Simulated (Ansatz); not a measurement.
Consider ReCl2 (1T sheet).

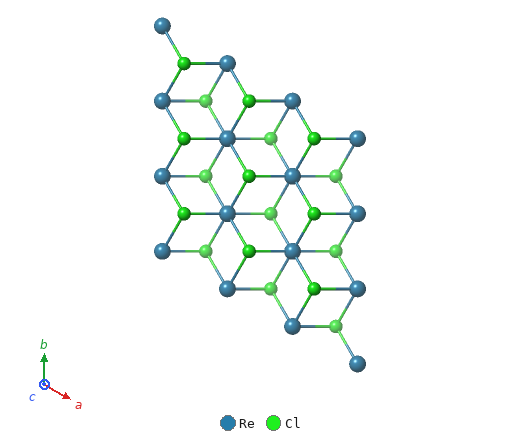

The structure (rhenium blue, chlorine green). 3×3×1 cells are drawn. Some periodic images of atoms are drawn too.

The cell holds 3 atoms: 1 Re and 2 Cl. Its edges and angles: a = 3.595 Å, b = 3.595 Å, c = 30.112 Å, α = 90.0°, β = 90.0°, γ = 120.0°. Vacuum lies along c.

```xyz
3
Lattice="2.5420 -2.5420 0.0000 -2.5420 0.0000 -2.5420 17.3850 17.3850 -17.3850" Properties=species:S:1:pos:R:3
Re    5.5298    5.5298   -5.5298
Cl    5.3480    5.3480   -7.8900
Cl    5.7116    3.1696   -5.7116
```

The structure was relaxed with LDA. The structure was generated from a model, not taken from a measurement. The runs that relaxed it are not among those shown. The program's search for lower electronic states was switched off, so nothing shows that the state found is the lowest. Spin-orbit coupling is left out unless a run names it. PAW set soft_2, made with PBE.

A constrained-RPA run (Ansatz 0.2.0; non-magnetic LDA; Re t2g, bands v3 to v1, 6×6×1 mesh, medium accuracy) builds 3 functions on bands 1.6 eV wide, with 5.0 electrons in the window. The bare on-site interaction is 10.7 eV and the bare J 0.39 eV.

Estimate U, U′ and J.

On the Re t2g shell, U = 3.03 eV (28 % of the bare value), U′ = 2.44 eV, J = 0.26 eV.

The parent state is non-magnetic and the interaction static (zero frequency); U depends on the window and the orbitals, so it belongs to this model alone. Spin-orbit coupling, which is strong for atoms this heavy, is left out.

[Paths, hosts, dates, memory and timing lines, banners, echoed tables and standing remarks are left out of the program output.]

[Logs are printed without paths, hosts, clocks, repeated set-up lines and the standing remarks that a program may print on its own settings, such as how far it seeks lower states.]

[Runs of the session that timed out or met a known fault of the program may be left out.]

[Hosts, paths, dates, database ids (printed as entryN), source tags and the programs' standing remarks are cut or masked in the printed files.]
